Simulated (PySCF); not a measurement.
# EPR calculation of C4H3F4O

The run: EPR calculation of C4H3F4O, multiplicity 2. Method and program: UKS B3LYP, pcH-1 on C F H O, non-relativistic, mean-field spin-orbit, GIAO (PySCF 2.14.0).

It belongs to a series of runs on one base structure; here: H added to sp2 C.

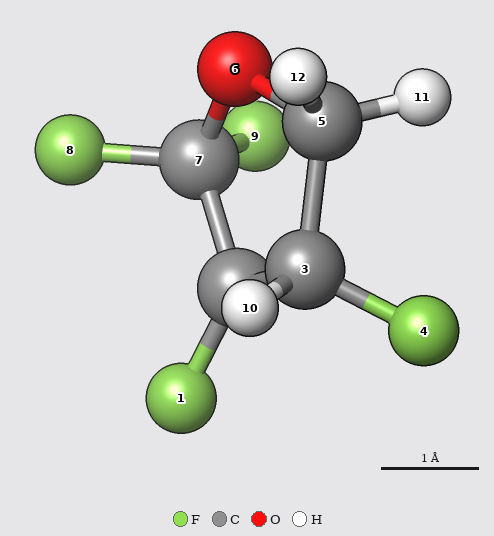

Figure 1. The input geometry (ball-and-stick view, seen at a tilt; atoms are numbered from 1 in the order of the input). Bond lengths as drawn: C–C 1.48 to 1.54 Å, C–F 1.33 to 1.38 Å, C–H 1.09 to 1.10 Å and C–O 1.36 to 1.43 Å.

**Input**
```
{"job": {"kind": "epr", "basis": "pcH-1"}, "charge": 0, "multiplicity": 2}
F      1.086641    -2.009352     0.703470
C      0.530131    -0.834108     0.447838
C     -0.903990    -0.654051     0.123632
F     -1.730212    -0.796825     1.219504
C     -0.918417     0.798175    -0.379646
O      0.430268     1.149714    -0.683710
C      1.314243     0.339465    -0.044713
F      2.317779    -0.002816    -0.888710
F      1.949756     1.006092     0.965251
H     -1.272699    -1.389436    -0.609555
H     -1.303566     1.451316     0.411824
H     -1.498735     0.941140    -1.291212
```

The first line tells a small driver script what to run in PySCF; the rest is the geometry in Å.

Launch command:
```bash
OMP_NUM_THREADS=1 python <driver script> task.json out
```

**The program's output**
```
UKS, coarse grid
  cycle   1  E = -628.55915560  |g| = 8.19e-01
  cycle   2  E = -628.14260514  |g| = 1.43e+00
  cycle   3  E = -628.77105673  |g| = 7.49e-02
  cycle   4  E = -628.77191622  |g| = 6.38e-02
  cycle   5  E = -628.77315336  |g| = 9.92e-03
  cycle   6  E = -628.77318751  |g| = 3.58e-03
  cycle   7  E = -628.77319457  |g| = 1.46e-03
  cycle   8  E = -628.77319540  |g| = 8.95e-04
UKS, final grid
  cycle   1  E = -628.77316669  |g| = 1.42e-03
  cycle   2  E = -628.77316551  |g| = 2.43e-03
  cycle   3  E = -628.77316733  |g| = 1.07e-04
  cycle   4  E = -628.77316734  |g| = 2.58e-05
E = -628.77316734 Eh   <S^2> = 0.7536 (exact 0.7500)
g shifts (ppm)      1          2          3
  rmc          -232       -232       -232
  gc             32         86         50
  oz_so          56        922       2532
  total        -144        776       2351
hyperfine (MHz)  atom isotope    a_iso     a_fc   dipolar eigenvalues
    0   19F     170.92     170.92   -281.71   -242.59    524.30
    1   13C     135.29     135.29    -82.75    -79.71    162.47
    2   13C     -33.06     -33.06     -3.76     -2.88      6.63
    3   19F     213.72     213.72    -66.20    -60.97    127.17
    4   13C      -0.94      -0.94     -1.17     -0.85      2.02
    5   17O      -4.13      -4.13    -10.61      5.08      5.53
    6   13C     -32.44     -32.44     -2.66     -0.76      3.42
    7   19F      49.32      49.32    -44.14    -39.33     83.47
    8   19F      77.57      77.57    -55.49    -52.09    107.58
    9    1H      75.10      75.10     -6.02     -2.06      8.07
   10    1H      -2.04      -2.04     -2.75     -2.28      5.03
   11    1H      -2.51      -2.51     -2.14     -1.73      3.87
```

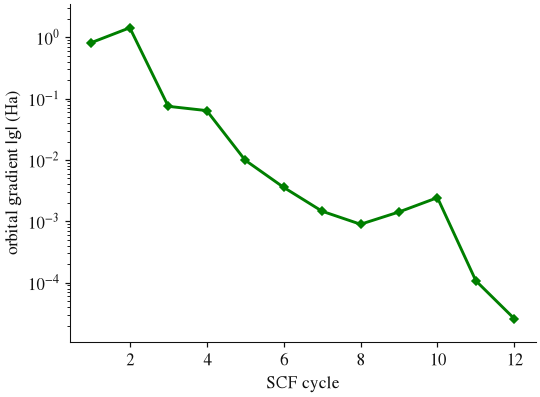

Figure 2. Convergence of the self-consistent field: orbital gradient |g| against the SCF cycle. All cycles printed in the log are drawn one after another.

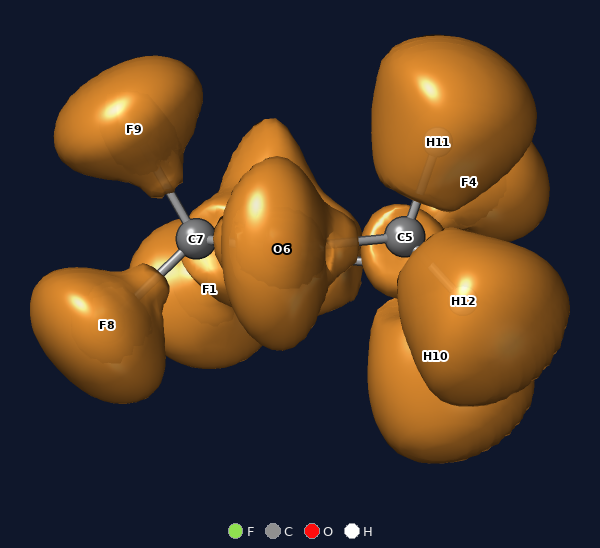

Figure 3. Isosurface of the electron localisation function at 0.75 (orange), seen from the side. Core shells and regions of very low density are left out. Profiles from the grid: C–F (1.33 Å): the ELF peaks at about 0.85 between the atoms, which marks a polar covalent bond. C–O (1.36 Å): the ELF peaks at about 0.90 between the atoms, which marks a polar covalent bond.

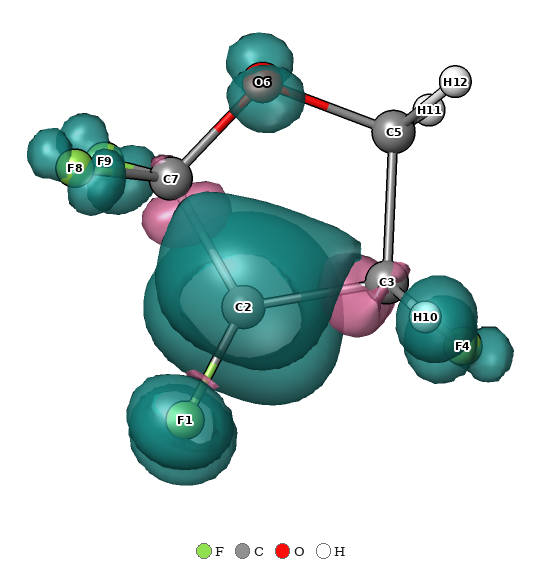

Figure 4. Isosurfaces of the spin density (α minus β) at +0.02 (teal) and −0.02 e/Å³ (pink), seen at a tilt. The unpaired spin (1 electron) lies mostly on C2 (about 0.6) and F1 (about 0.1), in electrons by Hirshfeld's partition.

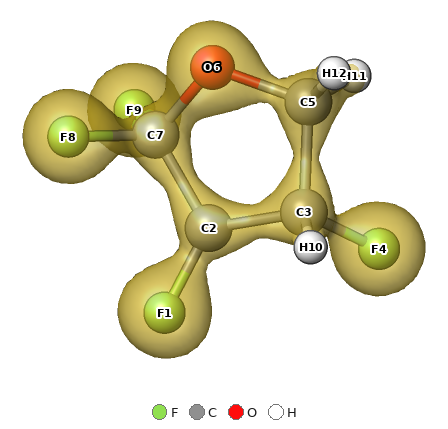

Figure 5. Isosurface of the electron density at 1.5 e/Å³ (yellow), seen at a tilt. At this value the surface is in one piece. On the grid the lowest density along these lines, outside the cores, is 1.8 e/Å³ (C–F, 1.33 Å), 2.1 e/Å³ (C–O, 1.36 Å), 1.8 e/Å³ (C–C, 1.48 Å) and 2 e/Å³ (C–H, 1.09 Å).

**Key numbers**

| quantity | value |
| --- | --- |
| outcome | converged |
| total energy | −628.773167 hartree |
| ⟨S²⟩ | 0.754 |
| isotropic g | 2.0033 |
| hardware | 1 CPU thread, shared host |
| wall time | 49 s |
| peak memory | 0.96 GiB |
